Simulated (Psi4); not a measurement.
**SiNH4O (SMILES N[SiH]O) at UB3LYP/6-311+G(d,p)**

What is the vertical ionisation energy of SiNH4O at UB3LYP/6-311+G**? 

The results are computed with Psi4 1.11.

4 further runs of the same task are left out: 2 that didn't finish, 2 set aside as unsound or not needed. Runs told in other sessions of the task aren't counted.

## Step 1: The molecule

SiNH4O has 7 atoms, charge 0, and is taken as a doublet. SMILES: `N[SiH]O`. The shape is that of a PBE0-D4/def2-TZVP optimisation. This is one conformer, not always the lowest.

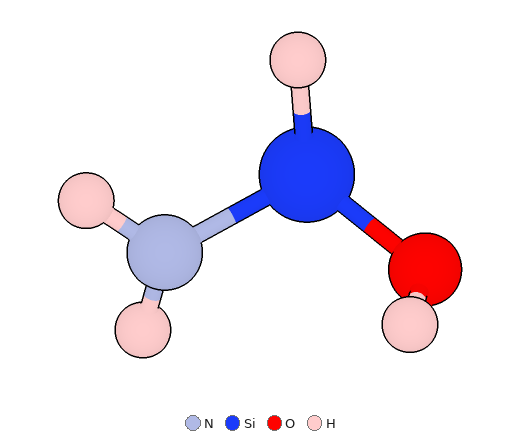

The structure, seen from a chosen angle (nitrogen light blue, silicon blue, oxygen red, hydrogen pink).

## Step 2: Energy and forces at UB3LYP/6-311+G(d,p)

Contents of input.in:

```
memory 2200 MB

molecule {
  0 2
  N     -1.31317068     1.03613683    -1.08697047
  Si     0.55387873     0.30046645     1.47644302
  O      3.06683653    -1.27065185     0.51079297
  H     -0.67255353     2.20738909    -2.44681739
  H     -3.18570030     1.27216363    -0.81806244
  H     -1.13213492    -1.25080972     3.14582708
  H      2.79849542    -2.42338478    -0.86738429
  units au
  symmetry c1
}

set basis 6-311+G**
set reference uks
set puream true
set e_convergence 1e-09
set d_convergence 1e-08
set scf_type pk
set dft_radial_points 99
set dft_spherical_points 590
set maxiter 100

gradient("b3lyp")
print_variables()
```

Command:

```sh
$ psi4 input.in input.out -n 1
```

input.out:

```text
[...]
  Running in c1 symmetry.
[...]
  Nuclear repulsion =  111.033668838006434
[...]
  Multiplicity = 2
[...]
  Nalpha       = 17
  Nbeta        = 16
[...]
    Number of basis functions: 98
[...]
   @UKS iter   1:  -421.47883445366591   -8.67707e-02   1.17103e-02 DIIS/ADIIS
[...]
   @UKS iter  13:  -421.96762799130607   -3.41061e-12   5.69759e-09 DIIS
[...]
   @S^2 Observed:                7.516998064E-01
[...]
    Orbital Energies [Eh]
    ---------------------
    Alpha Occupied:
       1A    -66.125189     2A    -19.125455     3A    -14.310700
       4A     -5.294901     5A     -3.655392     6A     -3.653151
       7A     -3.651577     8A     -1.011534     9A     -0.868790
      10A     -0.565339    11A     -0.512446    12A     -0.490166
      13A     -0.396524    14A     -0.372139    15A     -0.334439
      16A     -0.307846    17A     -0.194381
    Alpha Virtual:
      18A     -0.013292    19A      0.000225    20A      0.024649
      21A      0.037366    22A      0.066266    23A      0.071657
      24A      0.093304    25A      0.100975    26A      0.121177
[...]
  @UKS Final Energy:  -421.96762799130607
   => Energetics <=
    Nuclear Repulsion Energy =            111.0336688380064345
    One-Electron Energy =                -802.6058170827834601
    Two-Electron Energy =                 300.2943673515209184
    DFT Exchange-Correlation Energy =     -30.6898470980499454
    Empirical Dispersion Energy =           0.0000000000000000
    VV10 Nonlocal Energy =                  0.0000000000000000
    Total Energy =                       -421.9676279913060739
  UHF NO Occupations:
  HONO-2 :   15  A 1.9998501
  HONO-1 :   16  A 1.9993990
[...]
 Multipole Moments:
 ------------------------------------------------------------------------------------
     Multipole            Electronic (a.u.)      Nuclear  (a.u.)        Total (a.u.)
 ------------------------------------------------------------------------------------
 L = 1.  Multiply by 2.5417464519 to convert [e a0] to [Debye]
 Dipole X            :          1.7841980           -2.4866306           -0.7024326
 Dipole Y            :          0.3577855           -0.1750497            0.1827357
 Dipole Z            :          0.9168460           -1.5405283           -0.6236823
 Magnitude           :                                                    0.9569658
[...]
  -Total Gradient:
     Atom            X                  Y                   Z
    ------   -----------------  -----------------  -----------------
       1        0.002732062593    -0.000706339331     0.004077331858
       2        0.004646268692    -0.005785443233    -0.013120478340
       3       -0.007854771449     0.005495993066     0.003373178163
       4       -0.000188724065    -0.001278723250     0.002640780735
       5        0.002940347034    -0.000381362479     0.000723532039
       6       -0.000097194670     0.000291595429     0.000142550718
       7       -0.002190911597     0.002376221010     0.002162026574
[...]
```

Run time: 23 s. Hardware: 1 thread of Intel Xeon 6975P-C (Granite Rapids), shared host; peak memory 0.85 GiB.

## Step 3: The singlet cation, same level

Contents of h4nosi.py:

```python
import psi4

psi4.set_memory(2200000000)
psi4.set_num_threads(1)
psi4.set_output_file('output.dat', False)

mol = psi4.geometry("""
1 1
N     -0.694900     0.548300    -0.575200
Si     0.293100     0.159000     0.781300
O      1.622900    -0.672400     0.270300
H     -0.355900     1.168100    -1.294800
H     -1.685800     0.673200    -0.432900
H     -0.599100    -0.661900     1.664700
H      1.480900    -1.282400    -0.459000
units angstrom
symmetry c1
""")

psi4.set_options({
    'basis': '6-311+G**',
    'puream': True,
    'e_convergence': 1e-09,
    'd_convergence': 1e-08,
    'scf_type': 'pk',
    'dft_radial_points': 99,
    'dft_spherical_points': 590,
})

e, wfn = psi4.gradient('B3LYP', return_wfn=True)
psi4.oeprop(wfn, 'WIBERG_LOWDIN_INDICES', 'QUADRUPOLE', 'LOWDIN_CHARGES', title='B3LYP')
print('gradient / Eh bohr^-1')
print(e.np.round(6))
print(f'energy = {wfn.energy():.10f} Eh')
```

Command:

```sh
$ python h4nosi.py
```

output.dat (excerpt; [...] marks lines left out):

```text
[...]
  Running in c1 symmetry.
[...]
  Nuclear repulsion =  111.033668793337753
[...]
  Multiplicity = 1
[...]
  Nalpha       = 16
  Nbeta        = 16
[...]
    Number of basis functions: 98
[...]
   @RKS iter   1:  -421.22390671604342    1.68159e-01   1.11687e-02 DIIS/ADIIS
[...]
   @RKS iter  13:  -421.67931201348011   -3.97904e-13   1.10353e-09 DIIS
[...]
  @RKS Final Energy:  -421.67931201348011
   => Energetics <=
    Nuclear Repulsion Energy =            111.0336687933377533
    One-Electron Energy =                -794.0727920464162253
    Two-Electron Energy =                 291.7891491896827461
    DFT Exchange-Correlation Energy =     -30.4293379500843493
    Empirical Dispersion Energy =           0.0000000000000000
    VV10 Nonlocal Energy =                  0.0000000000000000
    Total Energy =                       -421.6793120134801143
[...]
  -Total Gradient:
     Atom            X                  Y                   Z
    ------   -----------------  -----------------  -----------------
       1       -0.022583499720    -0.012643954252    -0.031207091958
       2        0.018361118439     0.058714431936     0.051647248008
       3        0.011494671395    -0.027565335693    -0.027972050395
       4       -0.001483031524     0.000513316663     0.013607914314
       5        0.009335146659    -0.004821981008    -0.002126873132
       6       -0.011099071729    -0.015236132999    -0.013162949115
       7       -0.004038295834     0.001051432894     0.009212851845
[...]
 Multipole Moments:
 ------------------------------------------------------------------------------------
     Multipole            Electronic (a.u.)      Nuclear  (a.u.)        Total (a.u.)
 ------------------------------------------------------------------------------------
 L = 1.  Multiply by 2.5417464519 to convert [e a0] to [Debye]
 Dipole X            :          1.4528874           -2.4866306           -1.0337432
 Dipole Y            :          0.8410380           -0.1750498            0.6659882
 Dipole Z            :          1.5372543           -1.5405283           -0.0032740
 Magnitude           :                                                    1.2297057
 L = 2.  Multiply by 1.3450342976 to convert [e a0^2] to [Debye ang]
 Quadrupole XX       :       -112.7052347           98.2685665          -14.4366682
 Quadrupole XY       :         48.5259508          -49.9559876           -1.4300368
[...]
```

Standard output:

```text
gradient / Eh bohr^-1
[[-0.022583 -0.012644 -0.031207]
 [ 0.018361  0.058714  0.051647]
 [ 0.011495 -0.027565 -0.027972]
 [-0.001483  0.000513  0.013608]
 [ 0.009335 -0.004822 -0.002127]
 [-0.011099 -0.015236 -0.013163]
 [-0.004038  0.001051  0.009213]]
energy = -421.6793120135 Eh
```

It took 16 s on 1 thread of Intel Xeon 6975P-C (Granite Rapids), shared host; peak memory 0.85 GiB.

## Step 4: What came out

Level: UB3LYP/6-311+G**.

```
                                          quantity          value
                      doublet SiNH4O: total energy  -421.96763 Eh
                     doublet SiNH4O: dipole moment         2.43 D
doublet SiNH4O: HOMO energy (highest over α and β)       -5.29 eV
 doublet SiNH4O: LUMO energy (lowest over α and β)       -2.26 eV
                              doublet SiNH4O: ⟨S²⟩          0.752
          doublet SiNH4O: largest force on an atom     0.775 eV/Å
                      singlet cation: total energy  -421.67931 Eh
                       singlet cation: HOMO energy      -14.72 eV
                       singlet cation: LUMO energy      -10.30 eV
                     singlet cation: HOMO–LUMO gap        4.43 eV
          singlet cation: largest force on an atom     4.130 eV/Å
vertical ionisation energy (to the singlet cation)       7.845 eV
```

**Reading.** The vertical ionisation energy comes to 7.85 eV (757 kJ/mol). The largest force (doublet SiNH4O) is 0.78 eV/Å: the shape isn't a stationary point for this species at this level.
